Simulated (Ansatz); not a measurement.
# Lattice dynamics of HfTeSe monolayer, Janus, part 2 of 2

Task: relax HfTeSe monolayer, Janus, then find its harmonic phonons.

Ansatz 0.2.0; DFT PBEsol, scalar-relativistic, plane waves, PAW; PAW set soft_1.

So far. Step 4 (Tight relaxation): The largest force component left is 0.62 meV/Å, within the tolerances set. Step 5 (Modes at Γ): Before it was imposed, the acoustic sum rule was missed by 4.0e-5 eV/Å². Small misses are needed for a sound result but don't prove that mesh and cutoff are converged. The lowest optical mode is real, 91.1 cm⁻¹.

## Step 6: Phonons on a q mesh

Stability and thermal properties need the whole zone. Linear response on a 3×3×1 q mesh gives force constants as far as a supercell of that size would.

Input file input.yaml:

```yaml
crystal:
  lattice:
    - [3.7926952484, 0.0, 0.0]
    - [-1.8963476242, 3.2845704339, 0.0]
    - [0.0, 0.0, 30.0]
  atoms:
    - { symbol: Hf, position: [0.0, 0.0, 0.3364625823] }
    - { symbol: Se, position: [0.3333333333, 0.6666666667, 0.3858626251] }
    - { symbol: Te, position: [0.6666666667, 0.3333333333, 0.2743414593] }
  periodic: [true, true, false]
kpoints:
  mp_grid: { grid: [12, 12, 1] }
hamiltonian:
  xc: pbesol
  pseudopotentials: { kind: paw, azcp: { folder: soft_1 }, xc_functional: pbe }
scf:
  occupations: { method: methfessel_paxton, width: 0.2 }
output:
  eigenvalues: true
phonons:
  method: dfpt
  qmesh: [3, 3, 1]
  temperatures: { t_max: 1000, t_step: 50 }
  qpath:
    path:
      - [0.0, 0.0, 0.0]
      - [0.5, 0.0, 0.0]
      - [0.33333333, 0.33333333, 0.0]
      - [0.0, 0.0, 0.0]
    npoints: 10
```

Started as:

```console
$ ansatz run input.yaml --threads 4 --pin off --max-ram 16384MiB --backend cpu --events-out ev --progress --plain --runs-dir out
```

Numbers of over 12 decimals in the logs are rounded to 6 here.

What it wrote:

```text
[...]
Crystal: 3 atoms, lattice volume = 373.721 Å³
Basis set: ecut = 420 eV, 7301 PW (Γ), exchange–correlation on 54×54×432 points (8 copies of the dense FFT grid, shifted against one another)
Bands: 35, of which v1, the nominal top of the filled ones, is band 29 counted from 1 (28 counted from 0)
Symmetry: 6 space group operations
k-points: 19 of 144 (time reversal used)
[...]
SCF iter  13: F=-27927.725288 eV  HF=-27927.725288 eV  |F-HF|=1.53e-10  |Δ(HF+E_count)|=  4.00e-10  S|Δr|=    0.00e0  Δρ=2.18e-8  dr2=1.40e-12  ethr=1.00e-12  ⟨swp⟩=21.8  Hψ=5201  notcnv=0
SCF 1 converged in 13 iterations: F = -27927.725288 eV  dr2 = 1.40e-12
[...]
phonons: the bands overlap, so this run is a metal and interpolates without the dipole-dipole term. If the crystal is really an insulator or semiconductor, its LO-TO splitting is missing
NSCF: frozen V_eff on 19 k-points
WARN: eigensolver did not converge (k=3): 1 band(s) unlocked after 2 eigensolves, warm-restarted (20 sweeps on the last) at ethr=1.43e-12 eV (storage-precision floor; scheduled 1.00e-12 eV) (lowest unlocked band 34, counted from 0; max residual 2.43e-5 eV among the unlocked bands, 2.43e-5 eV over every band; other slots of this pass that fall short are told together in one closing line; warning suppressed until the next SCF loop or pass starts)
WARN: eigensolver did not converge in 3 slots of this pass, the one above among them; of largest residual over every band (k=3): 1 band(s) unlocked (lowest unlocked band 34, counted from 0; max residual 2.43e-5 eV among the unlocked bands, 2.43e-5 eV over every band); of lowest unlocked band (k=3): band 34
[...]
DFPT response loops at q = (0, 0, 0) (fractional): preconditioner auto → none (partly filled bands, converged f_vac=0.766); β = 0.50; Broyden in place of MSR1
[...]
SCF converged after 13 iterations
[...]
Free energy (F): -27927.725288 eV
[...]
Internal energy: -27927.721626 eV  (E = F + TS)
E sigma→0 (E₀):  -27927.724373 eV
Entropy (-TS):   -0.003662 eV (-1.221 meV/atom)
Fermi energy:    -4.810328 eV
[...]
--- Band table (eV; the first three rows and the last of 19) ---
  k-point 0: bands = [... 25 lower, -7.6344, -6.6204, -4.4794, -4.4794, -3.8554, -3.8554, -3.5480, -1.2714, ... 2 higher]
  k-point 1: bands = [... 25 lower, -7.6132, -6.4192, -5.2814, -4.8544, -3.8268, -3.4630, -3.2381, -1.1384 (-1.1384°), ... 2 higher]
  k-point 2: bands = [... 25 lower, -7.5710, -6.5927, -6.0945, -5.3285, -4.0546, -2.9590, -2.8971, -1.4191 (-1.4191°), ... 2 higher]
  k-point 18: bands = [... 25 lower, -8.7337, -7.5913, -7.4849, -7.1541, -3.1164, -2.7242, -2.6529, -0.7815, ... 2 higher]
  ° read free of the cell's end (the report's vacuum.weakly_bound_levels)
--- Phonons (Γ-DFPT): 6 representative perturbations + reference (Σ response iterations 27) ---
  ASR residual: 6.008e-5 → 0.000e0 eV/Å²; symmetrization residual: 1.873e-5 eV/Å²
  ASR residual per site (eV/Å²): 5.45e-5 2.50e-5 6.01e-5
  Γ frequencies (cm⁻¹): 0.00 0.00 0.00 91.11 91.11 141.90 141.90 159.40 210.67
--- Phonons (arbitrary-q DFPT): 3 irreducible q on the 3×3×1 mesh ---
  q = [0.0000, 0.0000, 0.0000] (star 1, of the zone-centre solve; hermiticity 2.54e-6, symmetrization 9.18e-12): -0.00 -0.00 0.00 91.11 91.11 141.90 141.90 159.40 210.67
  q = [0.0000, 0.3333, 0.0000] (star 6, 9 solved perturbations on 78 of 144 k-point pairs; hermiticity 1.38e-6, symmetrization 2.20e-9): 44.12 57.19 86.75 90.25 134.56 142.66 152.45 174.85 195.20
  q = [0.3333, 0.3333, 0.0000] (star 2, 6 solved perturbations in 327 linear systems a pass and spin channel, the states on 78 of 144 k-point pairs; hermiticity 1.20e-6, symmetrization 3.11e-7): 55.82 91.46 94.06 125.09 138.48 139.83 172.77 175.66 187.40
  sum rule: each row above includes the acoustic sum rule's correction from the zone centre's row sums; it moved no ω² by more than (0.36 cm⁻¹)²
  mesh force constants: q→R imaginary residual 0.00e0; ASR residual 6.008e-5 → 0.000e0 eV/Å²; symmetrization residual 7.105e-15 eV/Å²
  interpolated dispersion: 31 rows × 9 modes
  density of states and harmonic sums: on the 21×21×1 q-mesh, interpolated from the force constants of a 3×3×1 supercell (no non-analytic term)
  largest difference from the sums on the solved wave vectors: F 1.03e-1 eV, S 1.29e-4 and C_V 2.58e-5 eV/K
  zero-point energy: 0.066806 eV/cell   skipped modes (ω ≤ 0): 5, of them read as no rigid motion or as one in doubt: 2 (2.721e-2 modes/cell left out, lowest -4.56 cm⁻¹)   left out of the sums: 3.78e-3 of the cell's modes: C_V's classical limit lies that fraction below 3 k_B per atom; for a crystal, a wire or a layer, F and S can be off by more, and a phonons.interpolated_qmesh denser along its periods is the remedy for the sampling
```

Elapsed: 7.9 min, on 4 threads of Arm Neoverse V2, shared host; peak memory 2.7 GiB; 31 min of CPU time.

Numbers from this step:

| Item | Value |
| --- | --- |
| sum-rule residual before enforcement | 6.01e-5 eV/Å² |
| lowest frequency on the path | -4.569 cm⁻¹ |
| highest frequency on the path or at a solved wavevector | 210.7 cm⁻¹ |
| lowest mode on the q mesh (acoustic modes at Γ apart) | 44.12 cm⁻¹ |

Frequencies (cm⁻¹) solved at each irreducible wavevector; negative means imaginary. Frequencies by wavevector, by row:

```
q in reciprocal lattice units  star  mode 1  mode 2  mode 3  mode 4  mode 5  mode 6  mode 7  mode 8  mode 9
                        0 0 0     1       0       0       0    91.1    91.1   141.9   141.9   159.4   210.7
                   0 0.3333 0     6    44.1    57.2    86.8    90.2   134.6   142.7   152.4   174.8   195.2
              0.3333 0.3333 0     2    55.8    91.5    94.1   125.1   138.5   139.8   172.8   175.7   187.4
```

Interpolated from a 3×3×1 q mesh. The phonon branches at the labelled points (cm⁻¹):

| point | branch 1 | branch 2 | branch 3 | branch 4 | branch 5 | branch 6 | branch 7 | branch 8 | branch 9 |
| --- | --- | --- | --- | --- | --- | --- | --- | --- | --- |
| Γ | 0 | 0 | 0 | 91 | 91 | 142 | 142 | 159 | 211 |
| M | 56 | 70 | 86 | 105 | 141 | 144 | 148 | 183 | 198 |
| K | 56 | 92 | 94 | 125 | 138 | 140 | 173 | 176 | 187 |
| Γ | 0 | 0 | 0 | 91 | 91 | 142 | 142 | 159 | 211 |

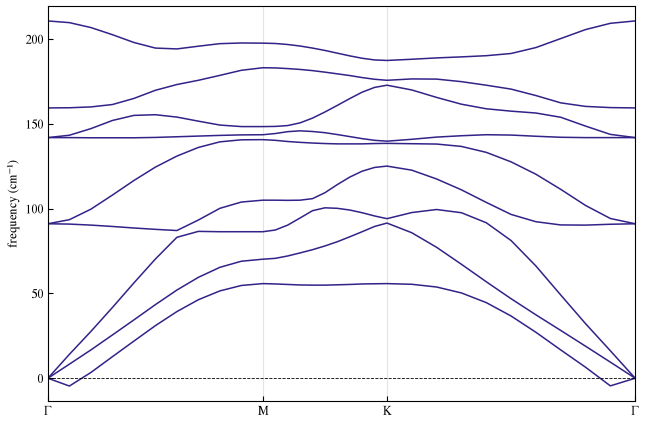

Phonon branches along the path.

The phonon density of states has structure finer than the step of the table below, so its rows give means over 10 cm⁻¹, whole bins alone (the curve runs from -5 to 211 cm⁻¹). Peaks (cm⁻¹: height): 55.0: 0.135, 91.0: 0.110, 99.0: 0.116, 139.0: 0.170, 143.0: 0.326, 155.0: 0.114, 195.0: 0.103.

Tetrahedra on a 21×21×1 mesh, mean over bins of 2 cm-1. Interpolated from a 3×3×1 q mesh. The phonon density of states by wavenumber; means over each step:

```
wavenumber (cm⁻¹)  phonon density of states (1/cm⁻¹/cell)
                0                                 0.00449
               10                                 0.00854
               20                                  0.0148
               30                                  0.0209
               40                                  0.0297
               50                                  0.0622
               60                                  0.0339
               70                                  0.0340
               80                                  0.0230
               90                                  0.0766
              100                                  0.0662
              110                                  0.0281
              120                                  0.0215
              130                                  0.0214
              140                                   0.148
              150                                  0.0562
              160                                  0.0580
              170                                  0.0405
              180                                  0.0518
              190                                  0.0584
              200                                  0.0364
```

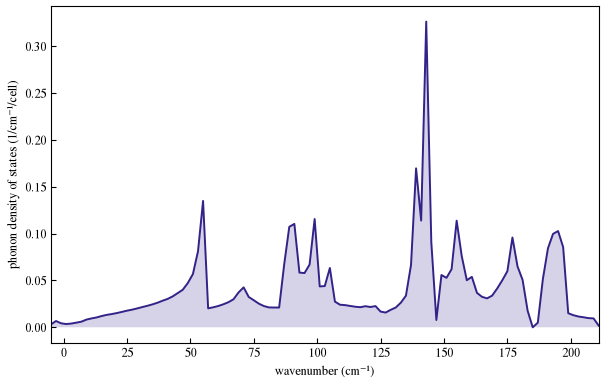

Phonon density of states against wavenumber.

The partial phonon density of states has structure finer than the step of the table below, so its rows give means over 20 cm⁻¹, whole bins alone (the curve runs from -14.5 to 227 cm⁻¹). Peaks (cm⁻¹: height): Hf 53.8: 0.0524, 69.0: 0.0291, 90.3: 0.0267, 99.4: 0.0316, 143.5: 0.0250, 193.6: 0.0379; Se 143.5: 0.108, 176.9: 0.0635, 193.6: 0.0525; Te 53.8: 0.0202, 90.3: 0.0644, 138.9: 0.0674, 155.6: 0.0385.

Phonopy on the run's constants, 17x17x1 mesh, Gaussian sigma 2.0 cm-1. Interpolated from a 3×3×1 q mesh. Table of partial phonon density of states by wavenumber; means over each step; values in 1/cm⁻¹/cell:

```csv
wavenumber (cm⁻¹),Hf,Se,Te
0,0.00198,8.7e-4,0.00137
20,0.00713,0.00281,0.00476
40,0.0178,0.00505,0.00902
60,0.0298,0.00539,0.00957
80,0.0185,0.00389,0.0173
100,0.0211,0.00670,0.0326
120,0.00413,0.00300,0.0138
140,0.0121,0.0404,0.0395
160,0.0119,0.0228,0.0191
180,0.00797,0.0362,0.00145
200,0.0174,0.0228,0.00149
```

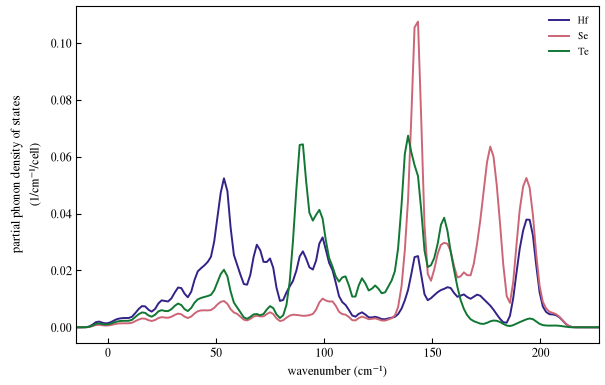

Partial phonon density of states, plotted against wavenumber.

Symmetry leaves 3 wavevectors to solve. The lowest mode among them, the acoustic zeros apart, lies at q = (0, 0.333, 0) and is real, 44.1 cm⁻¹.

## Step 7: Another isotope, element Hf, natural mass 178.486 amu

An isotope changes the mass and not the force constants, so no new electronic calculation is needed; the shifts show which modes move this element.

The same force constants with the mass of Hf changed from 178.486 to 173.940 u (phonopy, no LO-TO term). Both lists are sorted by frequency; levels can cross, so a row need not hold one and the same mode. Modes under 3 cm⁻¹ are left out. Isotope shifts, by row:

```csv
q,rank,natural mass (cm⁻¹),changed mass (cm⁻¹)
0 0 0,4,91.11,91.55
0 0 0,5,91.11,91.55
0 0 0,6,141.9,142.2
0 0 0,7,141.9,142.2
0 0 0,8,159.4,159.5
0 0 0,9,210.7,211.9
0 0.3333 0,1,44.12,44.43
0 0.3333 0,2,57.19,57.74
0 0.3333 0,3,86.75,86.95
0 0.3333 0,4,90.25,90.86
0 0.3333 0,5,134.6,134.8
0 0.3333 0,6,142.7,142.8
0 0.3333 0,7,152.4,152.9
0 0.3333 0,8,174.8,175.2
0 0.3333 0,9,195.2,196.2
0.3333 0.3333 0,1,55.82,56.3
0.3333 0.3333 0,2,91.46,92.06
0.3333 0.3333 0,3,94.06,94.76
0.3333 0.3333 0,4,125.1,125.3
0.3333 0.3333 0,5,138.5,138.6
0.3333 0.3333 0,6,139.8,140.3
0.3333 0.3333 0,7,172.8,173.5
0.3333 0.3333 0,8,175.7,175.9
0.3333 0.3333 0,9,187.4,188.3
```

A mode of this element alone would shift by +1.30 %. The highest zone-centre frequency without the field goes from 210.7 to 211.9 cm⁻¹ (+0.6 %). The product of the frequency ratios over all optical modes at Γ is 1.021; the product rule, (m/m′)^(3k/2) (M′/M)^(3/2) with k = 1 such atoms and M the mass of the cell, gives 1.021.

## Step 8: Isotope substitution, element Se, natural mass 78.971 amu

The same for Se, from 78.97 to 81.92 u.

A mode of this element alone would shift by -1.81 %. The highest zone-centre frequency without the field goes from 210.7 to 208.9 cm⁻¹ (-0.8 %). The product of the frequency ratios over all optical modes at Γ is 0.958; the product rule, (m/m′)^(3k/2) (M′/M)^(3/2) with k = 1 such atoms and M the mass of the cell, gives 0.957.

## Step 9: Another isotope, element Te, natural mass 127.6 amu

The same for Te, from 127.60 to 129.91 u.

The same force constants with the mass of Te changed from 127.600 to 129.906 u (phonopy, no LO-TO term). Both lists are sorted by frequency; levels can cross, so a row need not hold one and the same mode. Modes under 3 cm⁻¹ are left out. Isotope shifts, by row:

```
              q  rank  natural mass (cm⁻¹)  changed mass (cm⁻¹)
          0 0 0     4                91.11                 90.6
          0 0 0     5                91.11                 90.6
          0 0 0     6                141.9                141.8
          0 0 0     7                141.9                141.8
          0 0 0     8                159.4                158.6
          0 0 0     9                210.7                210.5
     0 0.3333 0     1                44.12                   44
     0 0.3333 0     2                57.19                57.12
     0 0.3333 0     3                86.75                86.14
     0 0.3333 0     4                90.25                90.02
     0 0.3333 0     5                134.6                133.7
     0 0.3333 0     6                142.7                142.6
     0 0.3333 0     7                152.4                151.6
     0 0.3333 0     8                174.8                174.8
     0 0.3333 0     9                195.2                195.1
0.3333 0.3333 0     1                55.82                 55.7
0.3333 0.3333 0     2                91.46                91.21
0.3333 0.3333 0     3                94.06                93.81
0.3333 0.3333 0     4                125.1                124.3
0.3333 0.3333 0     5                138.5                137.8
0.3333 0.3333 0     6                139.8                138.9
0.3333 0.3333 0     7                172.8                172.6
0.3333 0.3333 0     8                175.7                175.6
0.3333 0.3333 0     9                187.4                187.3
```

A mode of this element alone would shift by -0.89 %. The highest zone-centre frequency without the field goes from 210.7 to 210.5 cm⁻¹ (-0.1 %). The product of the frequency ratios over all optical modes at Γ is 0.982; the product rule, (m/m′)^(3k/2) (M′/M)^(3/2) with k = 1 such atoms and M the mass of the cell, gives 0.982.

## Step 10: Results

| Property | Result |
| --- | --- |
| space group after relaxation (within 0.01 Å) | P3m1 |
| area per atom | 4.15 Å² |
| electronic character | no gap on this mesh |
| highest optical mode at the zone centre (no LO-TO term) | 211 cm⁻¹ |
| lowest optical zone-centre mode | 91.1 cm⁻¹ |
| lowest mode on the q mesh (acoustic modes at Γ apart) | 44.1 cm⁻¹ |
| highest frequency on the path or at a solved wavevector | 211 cm⁻¹ |
| imaginary modes on the 3×3×1 q mesh | none |

**Reading.** No mode is imaginary at the 3 irreducible wavevectors solved, but between them the interpolated path dips to 4.6i cm⁻¹, so stability is not settled. The optical modes at Γ span 91 to 211 cm⁻¹. The highest mode in this list at Γ, 210.7 cm⁻¹, has its largest share on Hf (47 % of the kinetic energy). With no gap, or one that is small against the smearing, the frequencies hang on the k mesh and the smearing, most of all near Kohn anomalies. In a sheet or slab the interpolated bending branch near Γ is rough, since the rotational sum rule isn't imposed. A semilocal functional can close a gap that the real compound would have, so the metallic treatment may be an artefact of the level. Spin-orbit coupling is left out, which can matter for the heavy elements here. The PAW files were made for PBE and serve the other functionals too. A phonon run warned that its eigensolver left some bands unconverged in a pass. The starting cell was built on a prototype and not taken from a measurement. These are harmonic frequencies at zero temperature: anharmonic shifts, linewidths and thermal expansion are left out.

[Logs are printed without paths, hosts, clocks, repeated set-up lines and the standing remarks that a program may print on its own settings, such as how far it seeks lower states.]

[Hosts, paths, dates, database ids (printed as entryN), source tags and the programs' standing remarks are cut or masked in the printed files.]
